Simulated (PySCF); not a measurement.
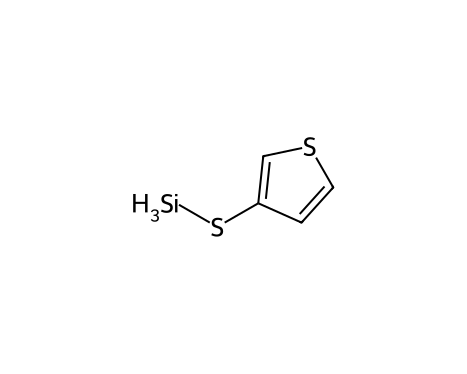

The computed structure is the end point of a GFN2-xTB optimisation. No frequency run is at hand to confirm it as a minimum. Properties computed with CAM-B3LYP/def2-SVPD, gas phase (PySCF 2.14.0). Excitations: vertical, linear response.

What does the calculation give?

The species is C4H6S2Si (`[SiH3]Sc1ccsc1`).
- dipole moment: 0.83 D
- HOMO energy (Kohn–Sham orbital): −7.51 eV
- LUMO energy (Kohn–Sham orbital): 0.46 eV
- HOMO–LUMO gap: 7.97 eV
- mean static polarisability: 110.6 bohr³
- lowest vertical singlet excitation: 5.18 eV
- its oscillator strength: 0.099
- brightest of the 8 lowest singlets: 6.52 eV
- its oscillator strength: 0.34

The geometry is semi-empirical. Around Si such bond lengths and angles can be off by a tenth of an ångström or more and by several degrees, and values that hang on the shape move with them.
